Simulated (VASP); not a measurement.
Band structure of GaN (wurtzite). These are PBE GGA, VASP's PBE PAW potentials (set 64) (plane waves; VASP 6.6.1) values and carry that method's errors.

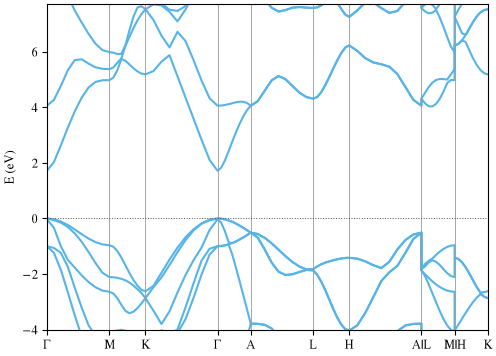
Bands along high-symmetry lines, zero at the valence-band maximum or, without a gap, the Fermi level

**Question.** Read the plot: is there a gap, and where are the band edges?

**Answer.** The gap is direct, 1.72 eV, from the valence maximum at Γ to the conduction minimum at Γ. (Edges off the drawn lines would not show.)

Measured: gap 3.68 eV (computed value off by -1.96 eV), as given by Wei Chen et al., Physical Review Materials (2018), doi:10.1103/physrevmaterials.2.073803 [zero-point renormalisation of 0.17 eV added back (the table's ZPR column)].

The compound is GaN in the wurtzite structure. It was relaxed first.
